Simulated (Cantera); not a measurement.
Input: 1 mol CH3F, a varied amount of Si, 0.56 mol H2, 0.015 mol CH4, equilibrated at 998 K and 7.50 Torr.

Equilibrium computed with Cantera from the NASA thermochemical tables; the gas is ideal and each condensed phase is pure. Candidate condensed phases: C, C6H6, C7H8, C8H18, Si, SiC; 113 gas species. The tables' values for SiF3 are old estimates; treat these amounts as uncertain. The numbers say what is thermodynamically allowed, not how fast it happens.

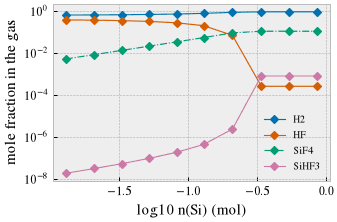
Figure. Equilibrium gas composition (values under 1e-9 drawn at 1e-9)

Question: Read off the mole fractions at 0.083 mol Si.

Answer: H2 about 0.70, HF about 0.27, SiF4 about 0.033, SiHF3 about 1.8e-7.
